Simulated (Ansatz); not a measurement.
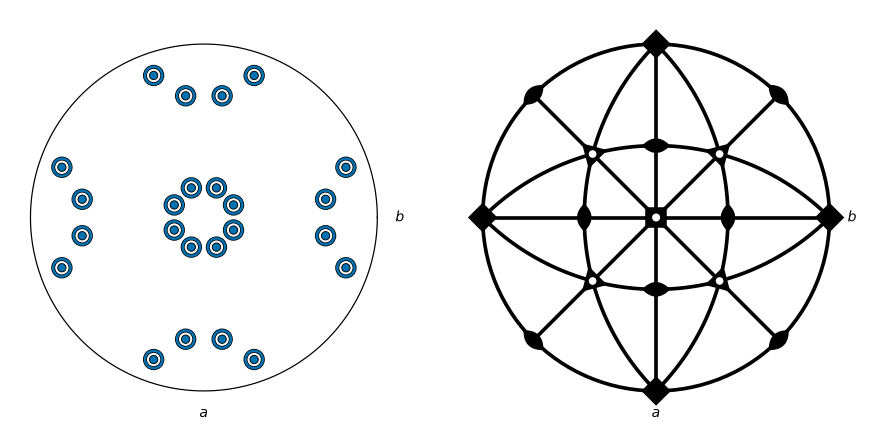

Stereographic projection: filled dots lie in the upper hemisphere, open rings in the lower; heavy lines are mirror planes (a heavy rim: a mirror in the plane of the page); lens, triangle, square and hexagon are 2-, 3-, 4- and 6-fold axes, a lens in an open square is −4, a triangle in an open hexagon −6; thin dashed diameters join the ends of axes that lie in the page; a small open circle marks inversion. The c axis points at the viewer. Left: one general form; right: the symmetry elements. Computed from the symmetry operations of a computed or model structure of composition Si.

### Which point group is this?

m-3m (Oh), order 48, cubic system: three fourfold axes, four threefold axes, six twofold axes, nine mirror planes, an inversion centre.

### Which physical properties does it allow?

It is centrosymmetric, so neither piezoelectric nor pyroelectric; it is not chiral.
